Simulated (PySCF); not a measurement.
Consider C3H6BCl2Si (SMILES C=[C][SiH2]CB(Cl)Cl) (doublet).

```xyz
13

C    -2.0949    1.2547   -0.8235
C    -1.4868    0.2722   -0.2509
Si   -0.5274   -0.7679    0.9004
C     1.1859   -1.0671    0.0490
B     1.8900    0.2873   -0.1938
Cl    1.6636    1.1706   -1.6643
Cl    2.8369    1.0414    1.0435
H    -2.2301    2.2320   -0.3654
H    -2.5204    1.1802   -1.8189
H    -0.2753   -0.1919    2.2307
H    -1.1775   -2.0767    1.0279
H     1.7422   -1.7202    0.7178
H     0.9894   -1.6143   -0.8702
```

Geometry: GFN2-xTB.

Method: UKS B3LYP, pcH-1 on B C Cl H Si, non-relativistic, mean-field spin-orbit, GIAO in PySCF 2.14.0, density-fitted response routines.

### What will maps of the electron density, electron localisation function and spin density show?

C–B (1.55 Å): ρ at the midpoint is about 1.5 e/Å³; the ELF peaks at about 0.95 between the atoms: a covalent bond.
B–Cl (1.73 Å): the density is about 1.4 e/Å³ at the midpoint; the ELF peaks at about 0.90 between the atoms (a shared but strongly polarised pair).
The unpaired spin (1 electron) lies mostly on C2 (about 0.7) and Si3 (about 0.1), in electrons by Hirshfeld's partition.

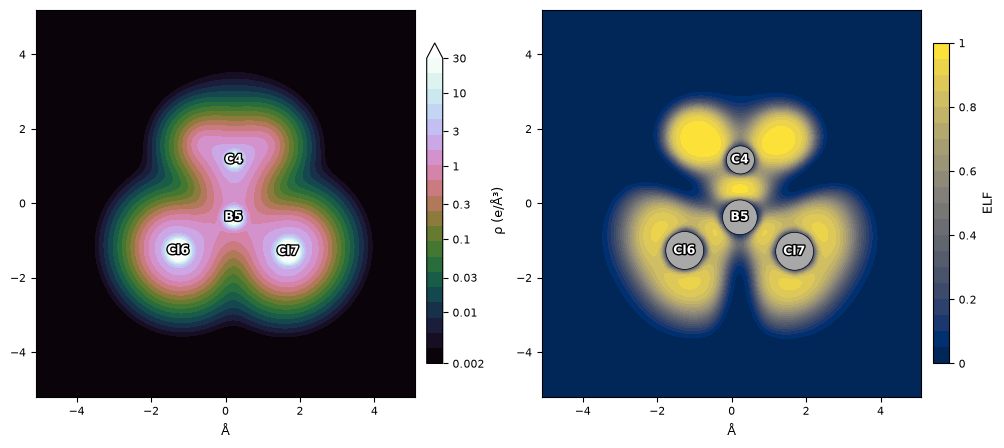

Computed electron density and electron localisation function on the plane of atoms Cl6, B5 and Cl7, in this order. Grey discs cover the atomic cores in the ELF map. 
